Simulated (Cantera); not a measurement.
A closed system holds: 1 mol CO2, 1 mol O2, 0.85 mol H2, at 53.0 Pa.

Equilibrium computed with Cantera from the NASA thermochemical tables; the gas is ideal and each condensed phase is pure. Candidate condensed phases: C, C6H6, C7H8, C8H18, H2O; 131 gas species. Ions and electrons are included (thermal ionisation). The numbers say what is thermodynamically allowed, not how fast it happens.

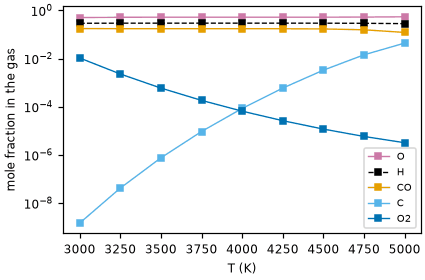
*Equilibrium gas composition (values under 1e-9 drawn at 1e-9)*

Question: Read off the mole fractions at 5000 K.

Answer: O about 0.55, H about 0.28, CO about 0.12, C about 0.044, O2 about 3.2e-6.
